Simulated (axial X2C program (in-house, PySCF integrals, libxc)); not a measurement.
Relativistic diatomic calculation, with input and output: TiP⁻

TiP⁻, single determinant with Ω = 3 (not the lowest found). The distance is the PBE0 minimum at charge −1. Computed at this level: expectation values, HF and Kohn-Sham, two-component X2C with atomic mean-field Coulomb and Gaunt terms, Ti dyall-acv3z, P dyall-av3z (cores contracted) (axial X2C program (in-house, PySCF integrals, libxc)).

Summary:

| quantity | value |
| --- | --- |
| outcome | converged; the levels of theory disagree widely |
| hardware | 1 thread of Arm Neoverse V2, 112 GiB of memory available, shared host |
| wall time | 6.5 s |
| peak memory | 0.37 GiB |

Input:
```
{"zs": [22, 15], "q": -1, "bas": ["dyall-acv3z", "dyall-av3z"], "r0": 2.19, "levels": ["PBE0", "HF", "TPSSh", "BHandHLYP", "LDA"], "nst": 3}
```

The line is the task of a batch: nuclear charges, charge, bases, the levels to run, a first guess of the distance and further settings. This report covers the levels named above. The log is that of the reference distance.

The run was one of a batch that the task file lists, launched with:
```bash
python <driver script> task.json out
```

Output:
```
two-component X2C + atomic mean field  PBE0
basis functions 187  fitting functions 1028  grid points 5079
iter        total energy     max residual
   1      -1191.195340793     2.18e+00
   2      -1195.123113712     1.09e-01
   3      -1188.622204338     2.01e-01
   4      -1195.167612469     5.99e-02
   5      -1195.075163563     1.39e-01
   6      -1195.391183667     3.04e-02
   7      -1195.405905385     1.09e-02
   8      -1195.411878146     9.28e-03
   9      -1195.413600543     9.52e-04
  10      -1195.413727731     5.55e-04
  11      -1195.413793899     3.70e-04
  12      -1195.413824872     1.28e-04
  13      -1195.413828371     1.81e-04
  14      -1195.413830016     6.22e-05
  15      -1195.413830755     2.73e-05
  16      -1195.413831064     1.11e-05
  17      -1195.413831082     5.73e-06
  18      -1195.413831090     4.02e-06
  19      -1195.413831093     2.37e-06
  20      -1195.413831094     6.83e-07
converged
one-electron -1812.85468006  Coulomb 601.87913962  exact exchange -16.03088917  xc functional -49.50357209  nuclear repulsion 81.33604080  atomic mean-field constant -0.23987020
```

Expectation values by level of theory:

| quantity | PBE0 | HF | TPSSh | BHandHLYP | LDA |
| --- | --- | --- | --- | --- | --- |
| effective field for an electron dipole moment (GV/cm) | −0.448 | −0.798 | −0.421 | −0.609 | −0.341 |
| field gradient at the first nucleus (a.u.) | −0.206 | −0.456 | −0.308 | 0.00331 | −0.442 |
| field gradient at the second nucleus (a.u.) | −0.248 | 0.896 | −0.258 | 0.479 | −0.350 |
| A∥/gI, first nucleus (MHz) | 147 | 117 | 142 | 151 | 172 |
| A∥/gI, second nucleus (MHz) | 6.92 | −38.1 | 7.13 | −10.6 | 12.3 |

Each column comes from one determinant with 2 or more unpaired spinors, which can mix states, in a basis with contracted cores. The levels disagree widely: the effective field runs from −0.798 to −0.341 GV/cm, A∥/gI at the second nucleus runs from −38.1 to 12.3 MHz, the field gradient at the first nucleus runs from −0.456 to 0.00331 a.u. and the field gradient at the second nucleus runs from −0.350 to 0.896 a.u. They may not all have settled in the same state, and these values aren't reliable properties of the molecule.

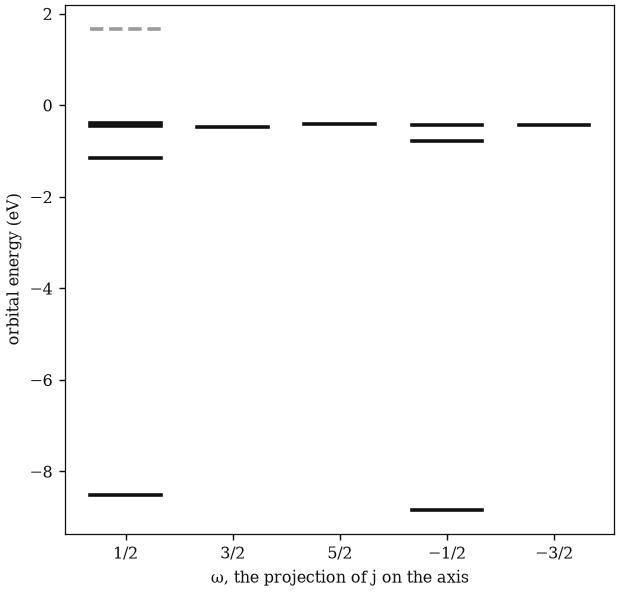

*Orbital energies (PBE0) near the frontier at 2.15 Å, filled (solid) and empty (dashed).*

The highest filled spinor (1/2; 42 % Ti s, 30 % Ti d) lies at −0.39 eV, the lowest empty one (1/2; 80 % Ti p, 16 % Ti s) at 1.66 eV.
